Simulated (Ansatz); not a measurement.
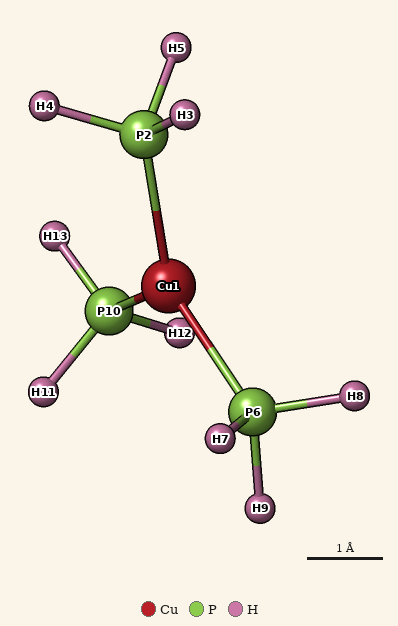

*The structure as given in the input (ball-and-stick view, seen at an oblique angle; atoms are numbered from 1 in the order of the input). Sticks mark near contacts.*

**Run report: CuP₃H₉ (charge +1), single-point calculation**

The run: single-point calculation of CuP₃H₉, charge +1. Method and program: RKS wB97X-V/def2-TZVP (Ansatz 0.2.0).

The geometry comes from this level: B3LYP-D4/def2-SVP.

## Input file
```yaml
crystal:
  periodic: [false, false, false]
  atoms:
    - {symbol: Cu, position_ang: [-0.001443, 0.000962, -0.001876]}
    - {symbol: P, position_ang: [2.313589, 0.020321, -0.007734]}
    - {symbol: H, position_ang: [3.038195, 1.235932, 0.070211]}
    - {symbol: H, position_ang: [2.964402, -0.546390, -1.132569]}
    - {symbol: H, position_ang: [2.986570, -0.697720, 1.012661]}
    - {symbol: P, position_ang: [-1.175514, 1.995797, -0.008531]}
    - {symbol: H, position_ang: [-0.850647, 2.956202, -0.999385]}
    - {symbol: H, position_ang: [-1.056052, 2.822390, 1.137139]}
    - {symbol: H, position_ang: [-2.586345, 2.016614, -0.142620]}
    - {symbol: P, position_ang: [-1.138385, -2.015325, 0.012750]}
    - {symbol: H, position_ang: [-2.065689, -2.258226, -1.031699]}
    - {symbol: H, position_ang: [-1.986290, -2.281151, 1.117431]}
    - {symbol: H, position_ang: [-0.442391, -3.249426, -0.025780]}
basis:
  gaussian: {orbitals: def2-TZVP, initial_orbitals: start.molden}
total_charge: 1
hamiltonian: {xc: {name: wB97X-V}}
scf: {omitted_lower_state_checks: [starts]}
output: {orbitals: {seedname: orbitals}}
```

Machine: 4 threads of Arm Neoverse N1, 23 GiB of memory available, shared host.

Launch command:
```bash
ansatz run in.yaml --threads 4 --pin off --events-out ev --progress --plain --max-ram 8704MiB
```

## Log
```
Functional definition: wB97X-V
  name "wB97X-V"
  cite "Mardirossian & Head-Gordon, Phys. Chem. Chem. Phys. 16, 9904 (2014) doi:10.1039/C3CP54374A"
  cite "Becke, J. Chem. Phys. 107, 8554 (1997) doi:10.1063/1.475007"
  cite "Vydrov & Van Voorhis, J. Chem. Phys. 133, 244103 (2010) doi:10.1063/1.3521275"
  parameter omega = 0.3/bohr
  parameter cx = 0.167
  parameter cx1 = 0.603
  parameter cx2 = 1.194
  parameter css0 = 0.556
  parameter css1 = -0.257
  parameter cos0 = 1.219
  parameter cos1 = -1.850
  parameter b = 6.0
  parameter c = 0.01
  exchange = spin_sum(e_x_unif_sr(omega)*poly(b97_u_x, 1 - cx, cx1, cx2)) + cx*exact_x_sr(omega) + exact_x_lr(omega)
  correlation = spin_sum(e_c_pw_same_spin*poly(b97_u_same, css0, css1))
      + integral(e_c_pw_opposite_spin*poly(b97_u_opposite, cos0, cos1)) + vv10(b, c)
these checks for a lower state are left out or cut short: starts
1737 factors; their error is unknown
402 factors; integrals over basis functions are off by at most 1.3e-5 eV
mean field evaluation 1: about -72641.4380 eV, gradient 4.2e0 eV
mean field evaluation 2: about -72641.5083 eV, gradient 6.1e-2 eV
mean field evaluation 4: about -72641.5378 eV, gradient 4.8e-5 eV
mean field -72641.53780018 eV, -2669.5272759539 hartree, gradient 6.0e-5 eV, S^2 0.000000; 0 other end points of the search recorded, 0 dependent functions left out
reference -72641.53779747 eV, -2669.5272758543 hartree; 41, 41 occupied and 169, 169 virtual orbitals, 1737 factors
Total energy: -72641.53779747 eV, -2669.5272758543 hartree
Checks for a lower state left out: starts
```

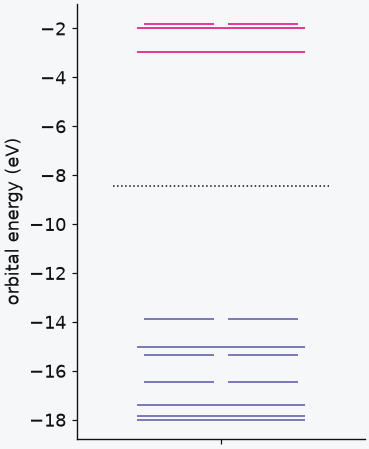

*Orbital energies near the frontier; the dotted line parts filled from empty levels, and levels within 0.02 eV of each other stand side by side.*

Highest filled −13.90 eV, lowest empty −2.96 eV, 10.94 eV apart.

## Key numbers

```tsv
quantity	value
outcome	converged
total energy	−72641.5378 eV
SCF solution under orbital rotations	stable
HOMO	−13.90 eV
LUMO	−2.96 eV
wall time	16 s (CPU time 59 s)
peak memory	0.92 GiB
```
